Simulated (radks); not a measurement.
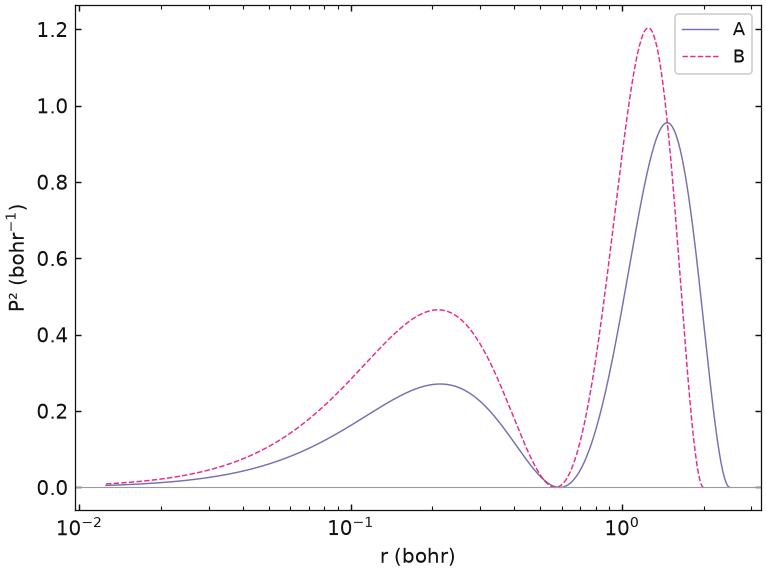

The neutral beryllium atom in [He] 2s2 was computed in two surroundings: the hard spherical wall at 2 bohr; the hard spherical wall at 2.5 bohr. Level of theory: scalar-relativistic Kohn-Sham, LDA (Slater exchange, VWN5 correlation), spin-polarised, spherical densities, finite nucleus. Computed with the in-house radial solver radks.

The plot shows P² of the 2s down orbital in both runs (large components where relativistic).

Question: Assign A and B.

Answer: A is the hard spherical wall at 2.5 bohr (⟨r⟩ = 1.40 bohr, eigenvalue 20.3 eV); B is the hard spherical wall at 2 bohr (⟨r⟩ = 1.13 bohr, eigenvalue 46.5 eV). The tighter surroundings squeeze the orbital.
